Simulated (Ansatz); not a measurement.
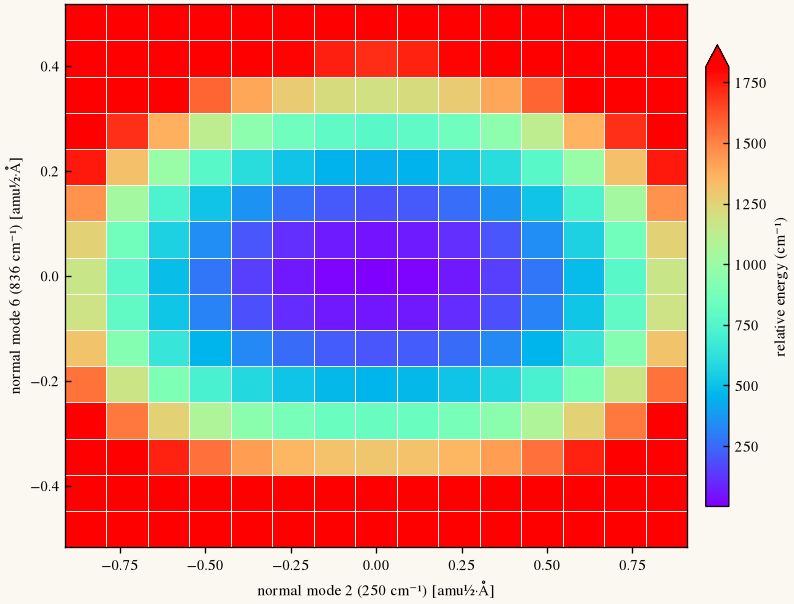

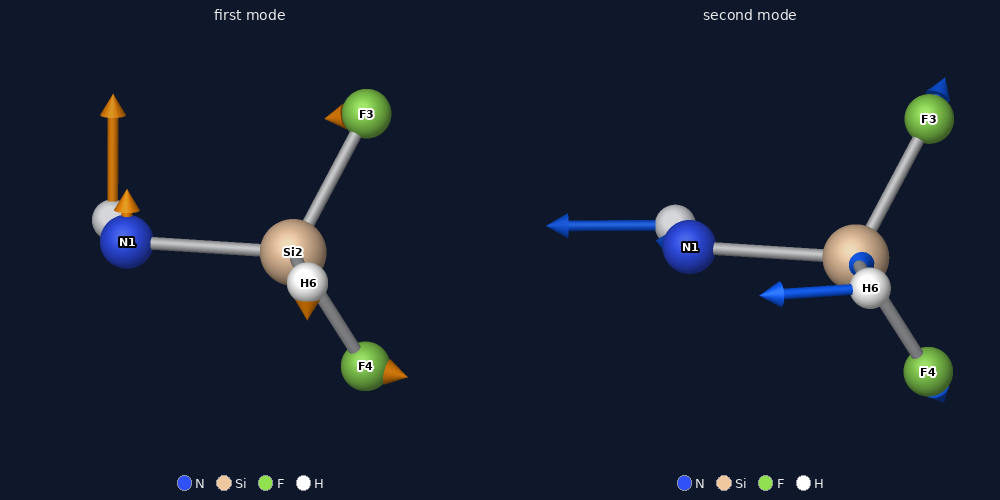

Energy landscape of F₂H₂NSi, SMILES [NH][SiH](F)F, spin multiplicity 2. Coordinates scanned: (1) normal mode 2 (250 cm⁻¹); (2) normal mode 6 (836 cm⁻¹). Nothing is relaxed (straight displacements along the two mass-weighted modes). The scan uses a 15 × 15 grid. Points are written as (first, second). All energies are given in cm⁻¹ relative to the relaxed molecule at the same level. These are results of UHF-MP2, frozen core/def2-SVP in Ansatz 0.2.0, not measurements.

In the figure: one coloured cell a grid point, one colour for all values above the top of the scale. The second picture is the structure at the lowest point

Question: Summarise what can be read from the map.

Answer: The lowest grid point is at (0.000 amu½·Å, 0.000 amu½·Å), 1 cm⁻¹ from the relaxed molecule at the same level. No other kind of well shows on this grid. The highest grid point, (−0.849 amu½·Å, 0.483 amu½·Å), lies 3938 cm⁻¹ above the lowest.

The whole map (225 points run) took 5.7 min on 1 thread of AMD EPYC 9R45 96-Core Processor (Zen 5) (shared host).
